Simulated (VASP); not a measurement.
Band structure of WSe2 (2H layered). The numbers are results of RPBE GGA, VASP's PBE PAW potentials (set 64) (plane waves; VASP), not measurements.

Without a dispersion term in the relaxation, distances and binding between the weakly bound layers, chains or molecules are unreliable, and so is what depends on them. Unless said otherwise, spin-orbit coupling is left out, though it shifts the bands of the heavy elements here.

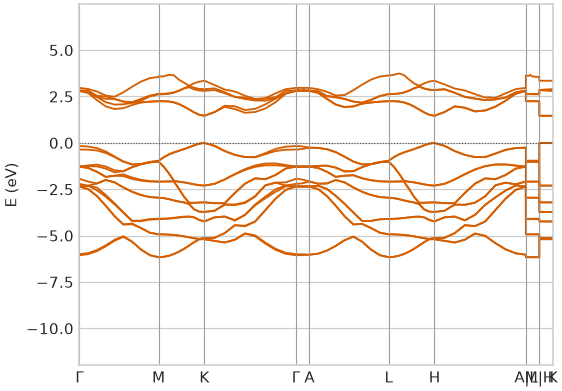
Figure. Bands along high-symmetry lines, zero at the valence-band maximum or, without a gap, the Fermi level

Question: Read the plot: is there a gap, and where are the band edges?

Answer: The gap is direct, 1.46 eV, from the valence maximum at K to the conduction minimum at K. (Edges off the drawn lines would not show.)

The compound is WSe2 in the 2H layered structure. It was relaxed first, which changed the volume by +38 %.
